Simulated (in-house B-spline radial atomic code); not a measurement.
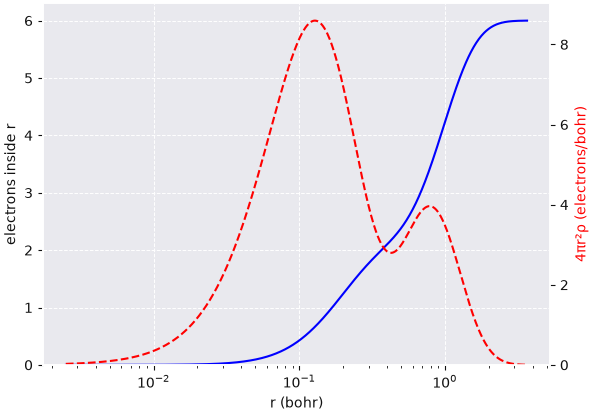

System: the O²⁺ ion, configuration [He] 2s2 2p2 (high spin). Theory: scalar-relativistic (spin-free one-electron X2C) CAM-B3LYP, spin-polarised, spherical density, exact exchange averaged over the configuration, Fermi nucleus, basis-set limit (computed with an in-house B-spline radial code). Radial functions and radii carry no picture-change correction.

```
Z = 8
electrons = 6.0
configuration = [He] 2s2 2p2
hamiltonian = x2c
method = camb3lyp
spin_polarised = True
nucleus = fermi
rms_radius = 2.6991
mass_number = 16
atomic_mass = 15.99491461926
speed_of_light = 137.035999084
exact_exchange = averaged over the configuration
```

Launched within a batch that task.json describes:
```bash
python run_scf.py task.json out
```

The plot shows the number of electrons inside radius r (solid) and the radial density 4πr²ρ (dashed).

Question: Describe it and give its main numbers.

Answer: The count levels off at 6 electrons. Half of them lie within 0.681 bohr, 90 % within 1.48 bohr and 99 % within 2.30 bohr. The radial density has a minimum at 0.43 bohr, where the count stands at 2.2; this parts the shells that the density resolves.
